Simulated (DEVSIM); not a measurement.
Device: abrupt Si n-p junction, at 300 K.

```tsv
layer (left to right)	material	thickness (μm)	Nd (cm⁻³)	Na (cm⁻³)	τn (s)	τp (s)
1	Si	0.230	1e15	-	4.6e-6	4.6e-6
2	Si	2.30	-	3.8e17	4.6e-6	4.6e-6
```

Left contact: ohmic. Right contact: ohmic. Voltage is applied to the left contact. Recombination: SRH at mid-gap. Gap narrowing is on: ΔEg = 6.92 meV × (l + √(l² + 0.5)), l = ln(N/1.3e17 cm⁻³), shared equally by both band edges. Mobility is constant in doping.

Constants are typed, rounded textbook-type inputs, not results; the design itself was drawn at random and stands for no fabricated device. Values at 300 K.

| parameter | Si |
|---|---|
| gap (eV) | 1.124 |
| affinity (eV) | 4.05 |
| permittivity | 11.7 |
| Nc (cm⁻³) | 2.86e19 |
| Nv (cm⁻³) | 3.1e19 |
| μn (cm²/Vs) | 1417 |
| μp (cm²/Vs) | 470 |

Simulated with DEVSIM: 1D drift-diffusion, Boltzmann statistics, complete ionisation; no tunnelling, impact ionisation, image-force lowering or self-heating.

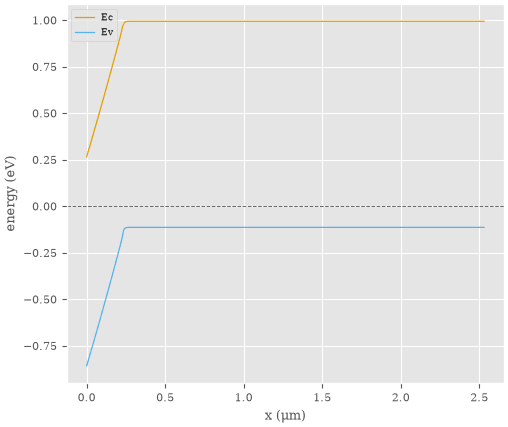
Fig. 1. Band edges at zero bias

Energies count from the Fermi level of the right contact; mesh points crowd at the junctions.

```
x (μm)   Ec (eV)  Ev (eV)  n (cm⁻³)  p (cm⁻³)  field (V/cm)
-------  -------  -------  --------  --------  ------------
0.000      0.265   -0.858    1.0e15    120000         29000
0.01587    0.311   -0.813    1.7e14    690000         29000
0.03773    0.374   -0.749    1.5e13   8000000         29000
0.07314    0.479   -0.645    2.6e11     4.5e8         30000
0.1405     0.682   -0.442     9.9e7    1.2e12         31000
0.1815     0.809   -0.314    720000    1.6e14         31000
0.2068     0.890   -0.234     32000    3.6e15         32000
0.2294     0.968   -0.156      1600    7.5e16         40000
0.2451     0.990   -0.118       670    3.3e17          5700
0.2721     0.994   -0.114       580    3.8e17           110
0.3130     0.994   -0.114       570    3.8e17           ≈ 0
0.4177     0.994   -0.114       570    3.8e17           ≈ 0
0.5621     0.994   -0.114       570    3.8e17           ≈ 0
0.8050     0.994   -0.114       570    3.8e17           ≈ 0
1.380      0.994   -0.114       570    3.8e17           ≈ 0
1.827      0.994   -0.114       570    3.8e17           ≈ 0
2.122      0.994   -0.114       570    3.8e17           ≈ 0
2.297      0.994   -0.114       570    3.8e17           ≈ 0
2.424      0.994   -0.114       570    3.8e17           ≈ 0
2.474      0.994   -0.114       570    3.8e17           ≈ 0
2.506      0.994   -0.114       570    3.8e17           ≈ 0
2.530      0.994   -0.114       570    3.8e17           ≈ 0
```
